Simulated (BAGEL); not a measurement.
**HF/STO-3G (density fitting with qzvpp-jkfit) run of GeS (germanium sulfide)**

Aim: the vertical electron affinity of GeS (germanium sulfide) at HF/STO-3G (density fitting with qzvpp-jkfit), from 2 runs. 

The results are computed with BAGEL 1.2.2.

3 further runs of the same task are left out: 1 that didn't finish, 2 set aside as unsound or not needed. Runs told in other sessions of the task aren't counted.

## (1) The structure to begin with

GeS has 2 atoms, charge 0, and is taken as a singlet. SMILES: `[S+]#[Ge-]`. The bond length is the measured one.

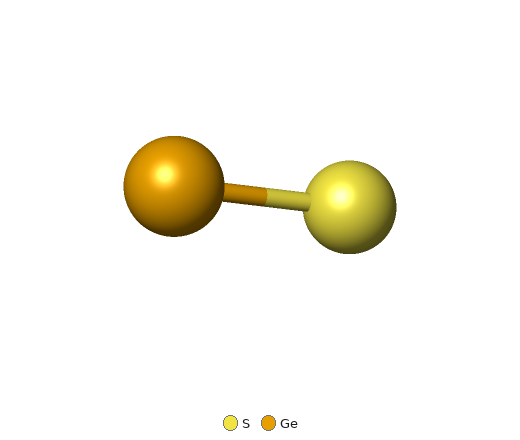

The structure, seen from a chosen angle (sulfur yellow, germanium amber).

## (2) A single-point energy at HF/STO-3G (density fitting with qzvpp-jkfit)

The input, hf.json:

```json
{ "bagel": [

{
  "title": "molecule",
  "basis": "sto-3g",
  "df_basis": "qzvpp-jkfit",
  "angstrom": true,
  "geometry": [
    { "atom": "S", "xyz": [       0.000000,       0.000000,       0.000000 ] },
    { "atom": "Ge", "xyz": [       0.000000,       0.000000,       2.012086 ] }
  ]
},

{ "title": "hf" },

{ "title": "print", "file": "orbitals.molden", "orbitals": true }

]}
```

Command:

```
$ BAGEL_NUM_THREADS=1 BAGEL hf.json > hf.out
```

Standard output:

```text
* using 1 threads per process

  ===============================================================
  ===============================================================

  *** Geometry ***

  { "atom" : "S", "xyz" : [      0.000000,      0.000000,      0.000000 ] },
  { "atom" : "Ge", "xyz" : [      0.000000,      0.000000,      3.802291 ] },

  Number of auxiliary basis functions:      394

  Since a DF basis is specified, we compute 2- and 3-index integrals:
    o Being stored without compression. Storage requirement is 0.002 GB

  Number of basis functions:       27
  Number of electrons      :       48

    * METHOD: MOLECULE                             0.15

  *** RHF ***

  === Nuclear Repulsion ===
   134.6556418876

      * DIIS with orbital gradients will be used.

  === RHF iteration (sto-3g) ===
      0      -2444.82124324          0.01569447           0.02
      1      -2444.79281009          0.02259296           0.02
      2      -2444.90766992          0.00115682           0.02
      3      -2444.90812500          0.00027188           0.02
      4      -2444.90815295          0.00003720           0.02
      5      -2444.90815369          0.00001334           0.02
      6      -2444.90815381          0.00000186           0.02
      7      -2444.90815381          0.00000017           0.02
      8      -2444.90815381          0.00000004           0.02
      9      -2444.90815381          0.00000002           0.02
     10      -2444.90815381          0.00000000           0.02
    * SCF iteration converged.

    * Permanent dipole moment:
           (    0.000000,     0.000000,    -0.493843) a.u.

    * METHOD: HF                                   0.37

    * METHOD: PRINT                                0.00

  ===============================================================
```

It took 0.85 s on 1 thread of Intel Xeon Platinum 8259CL at 2.50GHz (Skylake/Cascade Lake), shared host; peak memory 0.14 GiB.

## (3) The doublet anion at the same level

The input, calc.json:

```json
{ "bagel": [

{
  "title": "molecule",
  "basis": "sto-3g",
  "df_basis": "qzvpp-jkfit",
  "angstrom": true,
  "geometry": [
    { "atom": "S", "xyz": [    0.000000,    0.000000,    0.000000 ] },
    { "atom": "Ge", "xyz": [    0.000000,    0.000000,    2.012086 ] }
  ]
},
{ "title": "uhf", "charge": -1, "nopen": 1 },
{ "title": "print", "file": "orbitals.molden", "orbitals": true }

]}
```

Command:

```
$ BAGEL_NUM_THREADS=1 BAGEL calc.json > calc.out
```

Standard output:

```text
* using 1 threads per process

  ===============================================================
  ===============================================================

  *** Geometry ***

  { "atom" : "S", "xyz" : [      0.000000,      0.000000,      0.000000 ] },
  { "atom" : "Ge", "xyz" : [      0.000000,      0.000000,      3.802291 ] },

  Number of auxiliary basis functions:      394

  Since a DF basis is specified, we compute 2- and 3-index integrals:
    o Being stored without compression. Storage requirement is 0.002 GB

  Number of basis functions:       27
  Number of electrons      :       48

    * METHOD: MOLECULE                             0.13

  *** Open-shell HF ***

  === Nuclear Repulsion ===
   134.6556418876

      * DIIS with orbital gradients will be used.

  === UHF iteration (sto-3g) ===
      0      -2444.67105508          0.01952873           0.05
      1      -2444.70019339          0.01244409           0.05
      2      -2444.71042812          0.00635771           0.05
      3      -2444.71424453          0.00072421           0.05
      4      -2444.71462171          0.00031968           0.05
      5      -2444.71491834          0.00017826           0.05
      6      -2444.71519229          0.00013573           0.05
      7      -2444.71553434          0.00013360           0.05
      8      -2444.71568377          0.00013075           0.05
      9      -2444.71591835          0.00016623           0.05
     10      -2444.71370991          0.00107849           0.05
     11      -2444.71363234          0.00113722           0.05
     12      -2444.71434886          0.00068588           0.05
     13      -2444.71637465          0.00053562           0.04
     14      -2444.71260073          0.00204940           0.04
     15      -2444.71358662          0.00112316           0.04
[... 34 lines of this table left out ...]
     50      -2444.71737851          0.00003745           0.04
     51      -2444.71738319          0.00001863           0.04
     52      -2444.71738247          0.00000725           0.04
     53      -2444.71738326          0.00000076           0.04
     54      -2444.71738327          0.00000038           0.04
     55      -2444.71738327          0.00000011           0.04
     56      -2444.71738327          0.00000005           0.04
     57      -2444.71738327          0.00000000           0.04
    * SCF iteration converged.

    * S^2 (UHF) is 1.0421

    * Permanent dipole moment:
           (    0.000000,     0.000000,    -0.171301) a.u.

    * METHOD: UHF                                  2.64

    * METHOD: PRINT                                0.00

  ===============================================================
```

Run time: 3.3 s. Hardware: 1 thread of Intel Xeon Platinum 8259CL at 2.50GHz (Skylake/Cascade Lake), shared host; peak memory 0.14 GiB.

## (4) Outcome

Level: HF/STO-3G (density fitting with qzvpp-jkfit).

| quantity | value |
| --- | --- |
| singlet GeS: total energy | -2444.90815 Eh |
| singlet GeS: dipole moment | 1.26 D |
| singlet GeS: HOMO energy | -6.43 eV |
| singlet GeS: LUMO energy | 5.42 eV |
| singlet GeS: HOMO–LUMO gap | 11.84 eV |
| doublet anion: total energy | -2444.71738 Eh |
| doublet anion: ⟨S²⟩ | 1.042 |
| vertical electron affinity (to the doublet anion) | -5.191 eV |

**Reading.** The anion lies 5.19 eV (501 kJ/mol) above the neutral: the electron isn't bound at this level, and such a value depends on the basis. Without diffuse functions anions come out too high. Hartree–Fock misses the correlation that binds many anions. In a minimal basis such a difference can be off by several eV, whatever the method. ⟨S²⟩ (doublet anion) is 1.04 where a pure doublet has 0.75: the reference is spin-contaminated.
